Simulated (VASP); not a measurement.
# MnPt with LDA: from relaxation to properties

Aim: relax MnPt, then compute properties on the relaxed cell. The steps: magnetic order: ferromagnetic, magnetic order: antiferromagnetic, q = (0, 0, 1/2), magnetic order: antiferromagnetic, q = (1/2, 1/2, 1/2), magnetic order: antiferromagnetic, q = (1/2, 1/2, 0), the orders side by side, full relaxation (LDA), second relaxation, single point with fields (LDA), band structure (LDA), total and projected DOS (LDA), vibrations at Γ (LDA), independent-particle dielectric function (LDA) and a single point (LDA), changed input. The start is a cell from a database of measured crystal structures.

Main program and level: VASP 6.6.1; LDA, spin-polarised from a ferromagnetic start (one magnetic atom a cell); plane waves and PAW (Mn_pv, Pt), in the first sound run; inputs show where later runs differ.

### Step 1. The structure

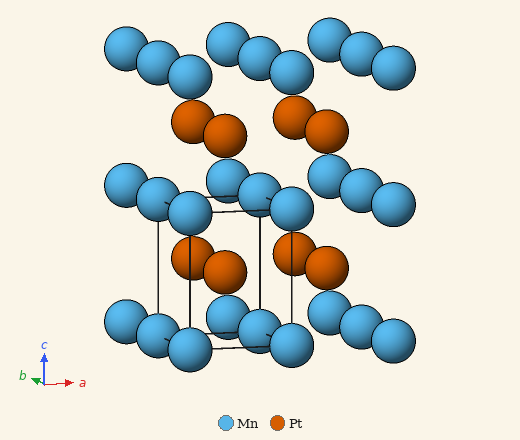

The starting structure, seen slightly off an axis (manganese blue, platinum orange). 2×2×2 cells are drawn. Some periodic images of atoms are drawn too.

Coordinates:

```
Mn Pt
1.0
     2.83000    0.00000    0.00000
     0.00000    2.83000    0.00000
     0.00000    0.00000    3.66000
Mn Pt
1 1
Direct
  0.00000 0.00000 0.00000
  0.50000 0.50000 0.50000
```

### Step 2. Magnetic order: ferromagnetic

The properties of a magnet depend on its order, so a few collinear patterns are compared first on the cell as listed, beginning with all moments parallel. LDA, the lowest rung, knows the local density alone.

Contents of INCAR:

```
SYSTEM = MnPt
PREC = Accurate
ENCUT = 400
EDIFF = 1E-06
NELM = 100
ISMEAR = 1
SIGMA = 0.2
LREAL = .FALSE.
ALGO = Normal
GGA = CA
NBANDS = 21
ISPIN = 2
MAGMOM = 4 0
LASPH = .TRUE.
LMAXMIX = 4
LORBIT = 11
LWAVE = .FALSE.
LCHARG = .FALSE.
KPAR = 4
ISIF = 2
```

Contents of POSCAR:

```
MnPt
1.0
    2.8300000000      0.0000000000      0.0000000000
    0.0000000000      2.8300000000      0.0000000000
    0.0000000000      0.0000000000      3.6600000000
Mn Pt
1 1
Direct
    0.0000000000      0.0000000000      0.0000000000
    0.5000000000      0.5000000000      0.5000000000
```

Contents of KPOINTS:

```
Automatic mesh
0
Gamma
8 8 6
0 0 0
```

PAW data sets: Mn_pv and Pt (LDA family, release 64).

The run is started by

```console
mpirun -np 4 vasp_std
```

The log of the run:

```text
[banner, memory and clock lines left out]
running    4 mpi-ranks, on    1 nodes
 distrk:  each k-point on    1 cores,    4 groups
 distr:  one band on    1 cores,    1 groups

 POSCAR found type information on POSCAR MnPt
 POSCAR found :  2 types and       2 ions
 LDA part: xc-table for (Slater(with rela. corr.)+CA(PZ))
 , standard interpolation
 POSCAR, INCAR and KPOINTS ok, starting setup
 FFT: planning ... GRIDC
 FFT: planning ... GRID_SOFT
 FFT: planning ... GRID
 WAVECAR not read
 entering main loop
       N       E                     dE             d eps       ncg     rms          rms(c)
DAV:   1     0.159936331171E+03    0.15994E+03   -0.10623E+04  5168   0.102E+03
DAV:   2    -0.136315786098E+02   -0.17357E+03   -0.16606E+03  5250   0.298E+02
DAV:   3    -0.190267053188E+02   -0.53951E+01   -0.53510E+01  5645   0.589E+01
DAV:   4    -0.190795373451E+02   -0.52832E-01   -0.52825E-01  5515   0.575E+00
DAV:   5    -0.190805030981E+02   -0.96575E-03   -0.96575E-03  5613   0.811E-01    0.159E+01
DAV:   6    -0.191450326253E+02   -0.64530E-01   -0.18576E+01  5460   0.387E+01    0.166E+01
DAV:   7    -0.177603359234E+02    0.13847E+01   -0.14716E+01  5525   0.363E+01    0.710E+00
DAV:   8    -0.175688349503E+02    0.19150E+00   -0.84073E-01  5440   0.739E+00    0.394E+00
DAV:   9    -0.176040047818E+02   -0.35170E-01   -0.62028E-02  5505   0.214E+00    0.255E+00
DAV:  10    -0.175986416779E+02    0.53631E-02   -0.49904E-02  5664   0.217E+00    0.125E+00
DAV:  11    -0.175989289078E+02   -0.28723E-03   -0.11838E-02  5470   0.956E-01    0.447E-01
DAV:  12    -0.175999251580E+02   -0.99625E-03   -0.57978E-04  5325   0.212E-01    0.174E-01
DAV:  13    -0.176000221361E+02   -0.96978E-04   -0.16605E-04  5576   0.135E-01    0.702E-02
DAV:  14    -0.176000362130E+02   -0.14077E-04   -0.38369E-05  5442   0.471E-02    0.175E-02
DAV:  15    -0.176000374485E+02   -0.12355E-05   -0.22407E-06  4603   0.111E-02    0.468E-03
DAV:  16    -0.176000374891E+02   -0.40549E-07   -0.17550E-07  2650   0.364E-03
   1 F= -.17600037E+02 E0= -.17599675E+02  d E =-.108835E-02  mag=     4.0189
```

It took 6.4 s on 4 MPI ranks of Intel Xeon 6975P-C (Granite Rapids), shared host; peak memory 0.56 GiB.

Lines that name or quote the potential files are left out of all logs, and their timing lines are given in words.

OUTCAR, selected parts (step 2):

```text
ion  position               nearest neighbor table
   1  0.000  0.000  0.000-   2 2.71   2 2.71   2 2.71   2 2.71   2 2.71   2 2.71   2 2.71   2 2.71

  LATTYP: Found a simple tetragonal cell.
 ALAT       =     2.8300000000
 C/A-ratio  =     1.2932862191

 Subroutine GETGRP returns: Found 16 space group operations
 (whereof 16 operations were pure point group operations)

The static configuration has the point symmetry D_4h.

 Found     60 irreducible k-points:

   k-points           NKPTS =     60   k-points in BZ     NKDIM =     60   number of bands    NBANDS=     21

   dimension x,y,z NGX =    18 NGY =   18 NGZ =   24
   dimension x,y,z NGXF=    36 NGYF=   36 NGZF=   48

   ENCUT  =  400.0 eV  29.40 Ry    5.42 a.u.   4.62  4.62  5.97*2*pi/ulx,y,z

   NELECT =      23.0000    total number of electrons

 k-points in reciprocal lattice and weights: Automatic mesh
   0.00000000  0.00000000  0.00000000       0.003
   0.12500000  0.00000000  0.00000000       0.010
   0.25000000  0.00000000  0.00000000       0.010
   0.37500000  0.00000000  0.00000000       0.010
   0.50000000  0.00000000  0.00000000       0.005
   0.12500000  0.12500000  0.00000000       0.010
   0.25000000  0.12500000  0.00000000       0.021
   0.37500000  0.12500000  0.00000000       0.021
   0.50000000  0.12500000  0.00000000       0.010
[...]
0.50000000  0.37500000  0.50000000       0.010
   0.50000000  0.50000000  0.50000000       0.003

 average (electrostatic) potential at core
       1 -65.6852       2 -64.7477

 E-fermi :   9.3301

 spin component 1
 k-point     1 :       0.0000    0.0000    0.0000
  band No.  band energies     occupation
    ...
      8       6.1598      1.00000
      9       6.9694      1.00000
     10       7.5117      1.00000
     11       8.2217      1.00000
     12       9.0440      1.03059
     13       9.3958      0.23793
     14       9.3958      0.23793
     15      12.2897     -0.00000
     16      19.7555      0.00000
     17      19.8274      0.00000
    ...

 k-point     2 :       0.1250    0.0000    0.0000
  band No.  band energies     occupation
    ...
     10       7.3986      1.00000
     11       8.1913      1.00000
     12       8.5522      1.00000
     13       8.7460      1.00014
     14       9.2726      0.73282
     15      13.5364      0.00000
     16      17.8202      0.00000
     17      19.9749      0.00000
     18      20.5427      0.00000
     19      26.1896      0.00000
    ...

 k-point     3 :       0.2500    0.0000    0.0000
  band No.  band energies     occupation
    ...
     10       7.1157      1.00000
     11       7.4616      1.00000
     12       8.1411      1.00000
     13       8.3154      1.00000
     14       8.9217      1.00696
     15      14.8760      0.00000
     16      15.8330      0.00000
     17      19.8699      0.00000
     18      22.3945      0.00000
     19      24.6561      0.00000
    ...

 k-point     4 :       0.3750    0.0000    0.0000
  band No.  band energies     occupation
    ...
     10       6.8088      1.00000
     11       7.1129      1.00000
     12       7.6668      1.00000
     13       8.4032      1.00000
     14       8.9687      1.01416
     15      12.2701     -0.00000
     16      18.3809      0.00000
     17      19.9684      0.00000
     18      22.8905      0.00000
     19      24.4686      0.00000
    ...

 k-point     5 :       0.5000    0.0000    0.0000
  band No.  band energies     occupation
    ...
      9       6.6024      1.00000
     10       6.6729      1.00000
     11       7.5029      1.00000
     12       7.5705      1.00000
     13       7.9381      1.00000
     14       9.8444     -0.00084
     15      10.7229     -0.00000
     16      20.2283      0.00000
     17      20.3291      0.00000
     18      21.8190      0.00000
    ...

 k-point     6 :       0.1250    0.1250    0.0000
  band No.  band energies     occupation
    ...
      9       7.1738      1.00000
     10       7.2043      1.00000
     11       7.8881      1.00000
     12       8.2168      1.00000
     13       8.4656      1.00000
     14       9.4154      0.17297
     15      14.3690      0.00000
     16      18.2337      0.00000
     17      18.5233      0.00000
     18      20.2931      0.00000
    ...

  Total       -2.1294685     -2.1294685     -2.4102250      0.0000000     -0.0000000     -0.0000000
  in kB     -116.3932645   -116.3932645   -131.7389543      0.0000000     -0.0000000     -0.0000000
  external PRESSURE =    -121.5084945 kB  Pullay stress =       0.0000000 kB

  energy-cutoff  :      400.00
  volume of cell :       29.31
      direct lattice vectors                 reciprocal lattice vectors
     2.830000000  0.000000000  0.000000000     0.353356890  0.000000000  0.000000000
     0.000000000  2.830000000  0.000000000     0.000000000  0.353356890  0.000000000
     0.000000000  0.000000000  3.660000000     0.000000000  0.000000000  0.273224044

 POSITION                                       TOTAL-FORCE (eV/Angst)
 -----------------------------------------------------------------------------------
      0.00000      0.00000      0.00000         0.000000      0.000000      0.000000
      1.41500      1.41500      1.83000         0.000000      0.000000      0.000000
 -----------------------------------------------------------------------------------
    total drift:                                0.000000     -0.000000     -0.000000

  FREE ENERGIE OF THE ION-ELECTRON SYSTEM (eV)
  ---------------------------------------------------
  free  energy   TOTEN  =       -17.6000374891 eV

  energy  without entropy=      -17.5989491379  energy(sigma->0) =      -17.59967471

 total charge
# of ion       s       p       d       tot
------------------------------------------
    1        0.312   6.261   4.979  11.552
    2        0.704   0.603   8.047   9.354
--------------------------------------------------
tot          1.016   6.864  13.026  20.906

 magnetization (x)
# of ion       s       p       d       tot
------------------------------------------
    1        0.010   0.016   3.501   3.527
    2       -0.030  -0.026   0.390   0.334
--------------------------------------------------
tot         -0.019  -0.010   3.891   3.862

[... 6 further parts left out ...]
```

The k-mesh is coarse for a metal. At this level the cell is under a tension of 12.2 GPa, so at these settings it is away from equilibrium.

This step gave:

| Property | Result |
| --- | --- |
| electronic steps | 16 |
| electrons | 23 |
| bands | 21 |
| irreducible k points | 60 |
| symmetry operations | 16 |
| free energy (TOTEN) | -17.60 eV |
| energy at zero smearing | -17.60 eV |
| Fermi energy | 9.330 eV |
| pressure | -12.15 GPa |
| moment of the cell, from the last line of the log | 4.019 μB |
| metallic | yes |

Spin moment in the PAW sphere by atom:

```
atom  spin moment in the PAW sphere (μB)
 Mn1                                3.53
 Pt2                                0.33
```

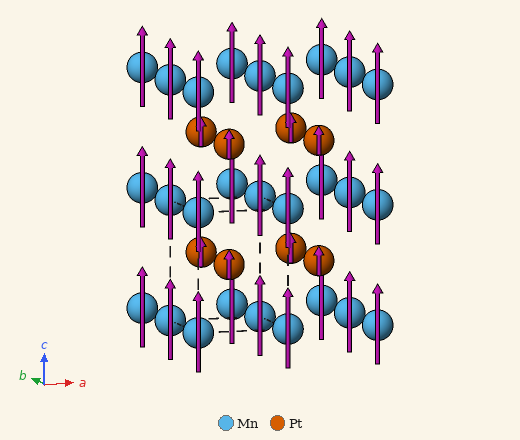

Spin moment in the PAW sphere as arrows, the longest 3.53 μB. Up and down stand for the sign. Arrows give size and sign along the axis of quantisation, drawn up and down the page. Each arrow also spans its atom, so small moments look longer than they are. 2×2×2 cells are drawn. Some periodic images of atoms are drawn too.

The run ends ferromagnetic with a largest moment of 3.53 μB, and the mesh shows no gap.

### Step 3. Magnetic order: antiferromagnetic, q = (0, 0, 1/2)

This step: LDA, spin-polarised from an antiferromagnetic start; plane waves and PAW (Mn_pv, Pt) (VASP 6.6.1).

System of this step: MnPt. Symmetry: P4/mmm, No. 123, tetragonal system. The conventional cell has a = 2.830 Å, b = 2.830 Å, c = 3.660 Å, α = 90.00°, β = 90.00°, γ = 90.00°. Mn has 8 Pt at 2.71 Å and 4 Mn at 2.83 Å nearest. Pt has 8 Mn at 2.71 Å and 4 Pt at 2.83 Å nearest. Farther neighbours are not listed.

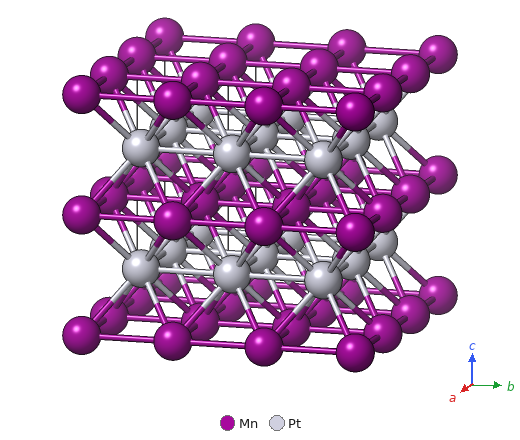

The cell of this step (manganese purple, platinum light grey). 3×3×1 cells are drawn. Some periodic images of atoms are drawn too.

Next, a pattern with opposite moments, which needs a doubled cell; q is given in the reciprocal vectors of the primitive cell.

Changes to INCAR since step 2:

```diff
@@ -10,5 +10,5 @@
 GGA = CA
-NBANDS = 21
+NBANDS = 31
 ISPIN = 2
-MAGMOM = 4 0
+MAGMOM = 4 -4 0 0
 LASPH = .TRUE.
```

Contents of POSCAR:

```
MnPt
1.0
    2.8300000000      0.0000000000      0.0000000000
    0.0000000000      2.8300000000      0.0000000000
    0.0000000000      0.0000000000      7.3200000000
Mn Pt
2 2
Direct
    0.0000000000      0.0000000000      0.0000000000
    0.0000000000      0.0000000000      0.5000000000
    0.5000000000      0.5000000000      0.2500000000
    0.5000000000      0.5000000000      0.7500000000
```

Contents of KPOINTS:

```
Automatic mesh
0
Gamma
8 8 3
0 0 0
```

The run is started by

```console
mpirun -np 4 vasp_std
```

The log of the run:

```text
[banner, memory and clock lines left out]
running    4 mpi-ranks, on    1 nodes
 distrk:  each k-point on    1 cores,    4 groups
 distr:  one band on    1 cores,    1 groups

 POSCAR found type information on POSCAR MnPt
 POSCAR found :  2 types and       4 ions
 LDA part: xc-table for (Slater(with rela. corr.)+CA(PZ))
 , standard interpolation
 POSCAR, INCAR and KPOINTS ok, starting setup
 FFT: planning ... GRIDC
 FFT: planning ... GRID_SOFT
 FFT: planning ... GRID
 WAVECAR not read
 entering main loop
       N       E                     dE             d eps       ncg     rms          rms(c)
DAV:   1     0.409562404135E+03    0.40956E+03   -0.21586E+04  3999   0.144E+03
DAV:   2    -0.161007557839E+02   -0.42566E+03   -0.39833E+03  3951   0.419E+02
DAV:   3    -0.379118375296E+02   -0.21811E+02   -0.20728E+02  4128   0.105E+02
DAV:   4    -0.382681853541E+02   -0.35635E+00   -0.35541E+00  4133   0.134E+01
DAV:   5    -0.382749789732E+02   -0.67936E-02   -0.67933E-02  4185   0.196E+00    0.215E+01
DAV:   6    -0.377233645287E+02    0.55161E+00   -0.25468E+01  3824   0.516E+01    0.209E+01
DAV:   7    -0.360494616937E+02    0.16739E+01   -0.19687E+01  4300   0.553E+01    0.117E+01
DAV:   8    -0.354222049513E+02    0.62726E+00   -0.18650E+00  4088   0.126E+01    0.489E+00
DAV:   9    -0.353334377211E+02    0.88767E-01   -0.50042E-01  4239   0.601E+00    0.250E+00
DAV:  10    -0.353413627061E+02   -0.79250E-02   -0.51918E-02  4042   0.188E+00    0.137E+00
DAV:  11    -0.353448488884E+02   -0.34862E-02   -0.16299E-02  4076   0.101E+00    0.290E-01
DAV:  12    -0.353443938458E+02    0.45504E-03   -0.17190E-03  4251   0.381E-01    0.134E-01
DAV:  13    -0.353443497668E+02    0.44079E-04   -0.39673E-04  3939   0.133E-01    0.529E-02
DAV:  14    -0.353443604069E+02   -0.10640E-04   -0.39425E-05  4259   0.480E-02    0.217E-02
DAV:  15    -0.353443605506E+02   -0.14378E-06   -0.20931E-06  2960   0.124E-02
   1 F= -.35344361E+02 E0= -.35345245E+02  d E =0.265470E-02  mag=     0.0000
```

Wall time 11 s (4 MPI ranks); peak memory 0.65 GiB; 33 s of CPU time.

From OUTCAR (step 3):

```text
  LATTYP: Found a simple tetragonal cell.
 ALAT       =     2.8300000000
 C/A-ratio  =     2.5865724382

The static configuration has the point symmetry D_4h.

 Found     30 irreducible k-points:

   k-points           NKPTS =     30   k-points in BZ     NKDIM =     30   number of bands    NBANDS=     31

   dimension x,y,z NGX =    18 NGY =   18 NGZ =   48
   dimension x,y,z NGXF=    36 NGYF=   36 NGZF=   96

   ENCUT  =  400.0 eV  29.40 Ry    5.42 a.u.   4.62  4.62 11.94*2*pi/ulx,y,z

   NELECT =      46.0000    total number of electrons

 E-fermi :   9.4414

 spin component 1
 k-point     1 :       0.0000    0.0000    0.0000
  band No.  band energies     occupation
    ...
     21       8.3455      1.00000
     22       8.5440      1.00000
     23       8.5440      1.00000
     24       8.7910      1.00002
     25       9.1947      1.03545
     26      10.6171     -0.00000
     27      11.3139     -0.00000
     28      11.3139     -0.00000
     29      11.5079     -0.00000
     30      12.5430     -0.00000
    ...

 k-point     2 :       0.1250    0.0000    0.0000
  band No.  band energies     occupation
    ...
     21       8.2990      1.00000
     22       8.4278      1.00000
     23       8.6744      1.00000
     24       8.9044      1.00049
     25       9.3761      0.76067
     26      10.6352     -0.00000
     27      10.6967     -0.00000
     28      11.3240     -0.00000
     29      11.3890     -0.00000
     30      13.9981      0.00000
    ...

 k-point     3 :       0.2500    0.0000    0.0000
  band No.  band energies     occupation
    ...
     20       7.3732      1.00000
     21       8.1386      1.00000
     22       8.5225      1.00000
     23       8.7803      1.00002
     24       8.9847      1.00288
     25       9.5893      0.02719
     26      10.4118     -0.00000
     27      11.0020     -0.00000
     28      11.2102     -0.00000
     29      11.3516     -0.00000
    ...

 k-point     4 :       0.3750    0.0000    0.0000
  band No.  band energies     occupation
    ...
     20       7.8995      1.00000
     21       7.9799      1.00000
     22       8.4325      1.00000
     23       8.7765      1.00001
     24       9.2196      1.03307
     25       9.6382     -0.02336
     26      10.4113     -0.00000
     27      11.1334     -0.00000
     28      11.2099     -0.00000
     29      11.3838     -0.00000
    ...

  Total       -5.3865484     -5.3865484     -3.9460745      0.0000000     -0.0000000      0.0000000
  in kB     -147.2099597   -147.2099597   -107.8429864      0.0000000     -0.0000000      0.0000000
  external PRESSURE =    -134.0876353 kB  Pullay stress =       0.0000000 kB

  energy-cutoff  :      400.00
  volume of cell :       58.63
      direct lattice vectors                 reciprocal lattice vectors
     2.830000000  0.000000000  0.000000000     0.353356890  0.000000000  0.000000000
     0.000000000  2.830000000  0.000000000     0.000000000  0.353356890  0.000000000
     0.000000000  0.000000000  7.320000000     0.000000000  0.000000000  0.136612022

 POSITION                                       TOTAL-FORCE (eV/Angst)
 -----------------------------------------------------------------------------------
      0.00000      0.00000      0.00000        -0.000000     -0.000000     -0.000000
      0.00000      0.00000      3.66000        -0.000000     -0.000000      0.000000
      1.41500      1.41500      1.83000         0.000000      0.000000     -0.000000
      1.41500      1.41500      5.49000         0.000000      0.000000     -0.000000
 -----------------------------------------------------------------------------------
    total drift:                                0.000000      0.000000      0.000000

  FREE ENERGIE OF THE ION-ELECTRON SYSTEM (eV)
  ---------------------------------------------------
  free  energy   TOTEN  =       -35.3443605506 eV

  energy  without entropy=      -35.3470152520  energy(sigma->0) =      -35.34524545

 total charge
# of ion       s       p       d       tot
------------------------------------------
    1        0.312   6.258   4.986  11.557
    2        0.312   6.258   4.986  11.557
    3        0.714   0.595   8.040   9.349
    4        0.714   0.595   8.040   9.349
--------------------------------------------------
tot          2.051  13.707  26.052  41.811

 magnetization (x)
# of ion       s       p       d       tot
------------------------------------------
    1        0.014   0.012   3.465   3.491
    2       -0.014  -0.012  -3.465  -3.491
    3        0.000   0.000   0.000   0.000
    4        0.000   0.000   0.000   0.000
--------------------------------------------------
tot         -0.000   0.000   0.000  -0.000

[... 1 part as in an earlier step ...]

[... 6 further parts left out ...]
```

At this level the cell is under a tension of 13.4 GPa, so at these settings it is away from equilibrium.

This step gave:

| Property | Result |
| --- | --- |
| electronic steps | 15 |
| electrons | 46 |
| bands | 31 |
| irreducible k points | 30 |
| free energy (TOTEN) | -35.34 eV |
| energy at zero smearing | -35.35 eV |
| Fermi energy | 9.441 eV |
| pressure | -13.41 GPa |

Spin moment in the PAW sphere by atom:

```
atom  spin moment in the PAW sphere (μB)
 Mn1                                3.49
 Mn2                               -3.49
 Pt3                                0.00
 Pt4                                0.00
```

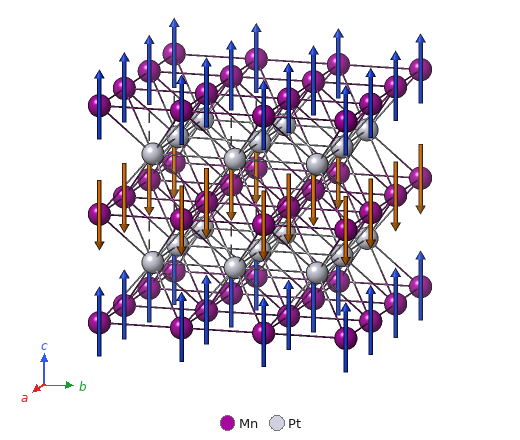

Spin moment in the PAW sphere as arrows, the longest 3.49 μB. Up and down stand for the sign. Arrows give size and sign along the axis of quantisation, drawn up and down the page. The two directions have two colours. 3×3×1 cells are drawn. Some periodic images of atoms are drawn too.

The energy lies -36.5 meV an atom from the first pattern. The run ends antiferromagnetic with a largest moment of 3.49 μB, and the mesh shows no gap.

(Continued in part 2 of 7.)

[Lines on the potential files, build, host, timing and source positions are cut from VASP's logs without a mark.]

[Logs are printed without paths, hosts, clocks, repeated set-up lines and the standing remarks that a program may print on its own settings, such as how far it seeks lower states.]

[Hosts, paths, dates, database ids (printed as entryN), source tags and the programs' standing remarks are cut or masked in the printed files.]

[A measured line is paired with the nearest computed mode of its activity, which favours agreement.]
